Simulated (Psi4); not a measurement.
# CH5OSi− (SMILES CO[SiH2-]): BHLYP/aug-cc-pVDZ

What is the energy change on altering one bond length of CH5OSi− at BHLYP/aug-cc-pVDZ? 

Program for the calculation: Psi4 1.11.

2 further runs of the same task are left out: 1 that didn't finish, 1 set aside as unsound or not needed.

## (1) Starting point

The species is CH5OSi− (8 atoms), meant as a singlet with charge -1. SMILES: `CO[SiH2-]`. Geometry: relaxed at GFN2-xTB. This is one conformer, not always the lowest.

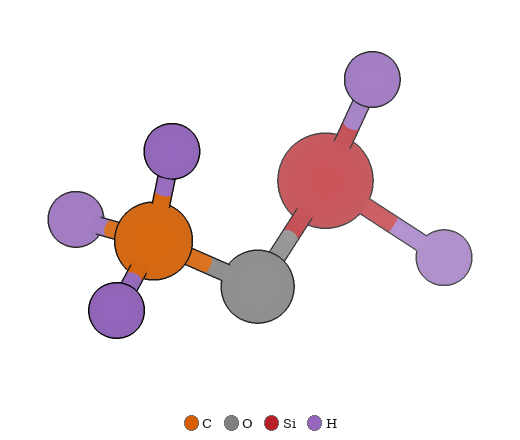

The structure, seen from a chosen angle (carbon orange, oxygen grey, silicon red, hydrogen purple).

## (2) A single-point energy at BHLYP/aug-cc-pVDZ

ch5osi.json reads:

```json
{
 "schema_name": "qcschema_input",
 "schema_version": 1,
 "molecule": {
  "schema_name": "qcschema_molecule",
  "schema_version": 2,
  "symbols": ["C", "O", "Si", "H", "H", "H", "H", "H"],
  "geometry": [-0.93940175, 1.80797657, -0.41001388, -1.13292861, -0.40043297, 0.82119938, 0.89151609, -2.75181918, -0.33837436, -1.43137305, 1.63848704, -2.44158284, 0.99943835, 2.60033874, -0.35387011, -2.21500468, 3.22963643, 0.43363545, 3.41577446, -1.61312691, 0.46379548, 0.41197919, -4.51104082, 1.82522977],
  "molecular_charge": -1,
  "molecular_multiplicity": 1,
  "fix_symmetry": "c1",
  "fix_com": true,
  "fix_orientation": true
 },
 "driver": "energy",
 "model": {
  "method": "bhhlyp",
  "basis": "aug-cc-pVDZ"
 },
 "keywords": {
  "puream": true,
  "e_convergence": 1e-09,
  "d_convergence": 1e-08,
  "scf_type": "pk",
  "dft_radial_points": 99,
  "dft_spherical_points": 590
 }
}
```

Run with:

```bash
$ psi4 --qcschema ch5osi.json -n 1 --memory 1600MB
```

stdout, cut to the lines that bear on the results:

```text
[...]
  Running in c1 symmetry.
[...]
  Nuclear repulsion =  109.168226716809301
[...]
  Multiplicity = 1
[...]
  Nalpha       = 17
  Nbeta        = 17
[...]
    Number of basis functions: 118
[...]
   @RKS iter   1:  -405.51396152845336   -4.04053e-01   5.81374e-03 DIIS/ADIIS
[...]
   @RKS iter  12:  -405.77557814987756   -1.13687e-11   3.02246e-09 DIIS
[...]
    Orbital Energies [Eh]
    ---------------------
    Doubly Occupied:
       1A    -66.935668     2A    -19.486836     3A    -10.468979
       4A     -5.385953     5A     -3.650355     6A     -3.648497
       7A     -3.646168     8A     -0.967325     9A     -0.594512
      10A     -0.415650    11A     -0.351007    12A     -0.345536
      13A     -0.286971    14A     -0.190666    15A     -0.175800
      16A     -0.152498    17A     -0.017610
[...]
  @RKS Final Energy:  -405.77557814987756
   => Energetics <=
    Nuclear Repulsion Energy =            109.1682267168093006
    One-Electron Energy =                -782.7565454729882504
    Two-Electron Energy =                 286.9013339511245704
    DFT Exchange-Correlation Energy =     -19.0885933448231242
    Empirical Dispersion Energy =           0.0000000000000000
    VV10 Nonlocal Energy =                  0.0000000000000000
    Total Energy =                       -405.7755781498775605
[...]
 Multipole Moments:
 ------------------------------------------------------------------------------------
     Multipole            Electronic (a.u.)      Nuclear  (a.u.)        Total (a.u.)
 ------------------------------------------------------------------------------------
 L = 1.  Multiply by 2.5417464519 to convert [e a0] to [Debye]
 Dipole X            :          0.5105286           -1.0377998           -0.5272713
 Dipole Y            :         31.9754807          -29.5367784            2.4387024
 Dipole Z            :          1.0548048           -0.7005215            0.3542833
 Magnitude           :                                                    2.5200795
[...]
```

The result, in JSON:

```text
{
 "driver": "energy",
 "model": {
  "method": "bhhlyp",
  "basis": "aug-cc-pVDZ"
 },
 "success": true,
 "return_result": -405.77557814987756,
 "properties": {
  "calcinfo_nbasis": 118,
  "calcinfo_nmo": 118,
  "calcinfo_nalpha": 17,
  "calcinfo_nbeta": 17,
  "calcinfo_natom": 8,
  "nuclear_repulsion_energy": 109.1682267168093,
  "return_energy": -405.77557814987756,
  "scf_one_electron_energy": -782.7565454729883,
  "scf_two_electron_energy": 286.90133395112457,
  "scf_xc_energy": -19.088593344823124,
  "scf_dipole_moment": [-0.5272712878164298, 2.438702367835912, 0.3542832948726531],
  "scf_total_energy": -405.77557814987756,
  "scf_iterations": 12
 }
}
```

Run time: 66 s. Hardware: 1 thread of Intel Xeon at 2.70GHz, shared host; peak memory 0.81 GiB.

## (3) The distorted shape at the same level

ch5osi.xyz reads:

```xyz
8
CH5OSi
C     -1.317930     0.621288    -0.240739
O     -1.420340    -0.547352     0.410791
Si    -0.349050    -1.791652    -0.202829
H     -1.578270     0.531598    -1.315799
H      0.528880     1.376040    -0.187260
H     -1.992950     1.373598     0.205701
H      0.986730    -1.189082     0.221661
H     -0.602810    -2.722592     0.942101
```

run_ase.py reads:

```python
import numpy as np
from ase.calculators.psi4 import Psi4
from ase.io import read

mol = read('ch5osi.xyz')
calc = Psi4(atoms=mol, method='bhhlyp', basis='aug-cc-pVDZ', memory='1600MB', num_threads=1, charge=-1, multiplicity=1, label='ch5osi')
calc.psi4.set_options({'puream': True, 'e_convergence': 1e-09, 'd_convergence': 1e-08, 'scf_type': 'pk', 'dft_radial_points': 99, 'dft_spherical_points': 590})
mol.calc = calc

print(f'energy: {mol.get_potential_energy():.6f} eV')
```

Run with:

```bash
$ python run_ase.py
```

ch5osi.dat, cut to the lines that bear on the results:

```text
[...]
  Running in c1 symmetry.
[...]
  Nuclear repulsion =  106.778304498135327
[...]
  Multiplicity = 1
[...]
  Nalpha       = 17
  Nbeta        = 17
[...]
    Number of basis functions: 118
[...]
   @RKS iter   1:  -405.31451272170790   -4.46671e-01   6.20387e-03 DIIS/ADIIS
[...]
   @RKS iter  13:  -405.66611516336599   -5.11591e-12   3.93039e-09 DIIS
[...]
    Orbital Energies [Eh]
    ---------------------
    Doubly Occupied:
       1A    -66.947122     2A    -19.540155     3A    -10.539741
       4A     -5.398036     5A     -3.662798     6A     -3.660184
       7A     -3.657992     8A     -1.006440     9A     -0.596786
      10A     -0.431615    11A     -0.378836    12A     -0.340682
      13A     -0.275607    14A     -0.219432    15A     -0.174204
      16A     -0.127046    17A     -0.030648
[...]
  @RKS Final Energy:  -405.66611516336599
   => Energetics <=
    Nuclear Repulsion Energy =            106.7783044981353271
    One-Electron Energy =                -777.2919008601147652
    Two-Electron Energy =                 283.8375403853171974
    DFT Exchange-Correlation Energy =     -18.9900591867037356
    Empirical Dispersion Energy =           0.0000000000000000
    VV10 Nonlocal Energy =                  0.0000000000000000
    Total Energy =                       -405.6661151633659870
[...]
 Multipole Moments:
 ------------------------------------------------------------------------------------
     Multipole            Electronic (a.u.)      Nuclear  (a.u.)        Total (a.u.)
 ------------------------------------------------------------------------------------
 L = 1.  Multiply by 2.5417464519 to convert [e a0] to [Debye]
 Dipole X            :         -2.7540501            1.4321399           -1.3219103
 Dipole Y            :         -2.7541151            3.3896344            0.6355193
 Dipole Z            :          0.2522902            0.0366870            0.2889772
 Magnitude           :                                                    1.4949379
[...]
```

Standard output:

```text
energy: -11038.737257 eV
```

Run time: 64 s. Hardware: 1 thread of Intel Xeon at 2.70GHz, shared host; peak memory 0.84 GiB.

## (4) What came out

Level: BHLYP/aug-cc-pVDZ.

| quantity | value |
| --- | --- |
| first shape: total energy | -405.77558 Eh |
| first shape: HOMO energy | -0.48 eV |
| first shape: LUMO energy | 3.20 eV |
| first shape: HOMO–LUMO gap (to an unbound level, set by the basis) | 3.68 eV |
| distorted shape: total energy | -405.66612 Eh |
| distorted shape: HOMO energy | -0.83 eV |
| distorted shape: LUMO energy | 3.02 eV |
| distorted shape: HOMO–LUMO gap (to an unbound level, set by the basis) | 3.85 eV |
| energy change with the C1–H5 bond stretched from 1.109 to 1.996 Å | 2.979 eV |

In words: With the C1–H5 bond stretched from 1.109 to 1.996 Å the energy rises by 2.98 eV (69 kcal/mol). The first shape isn't relaxed at this level, so the change isn't measured from a minimum.
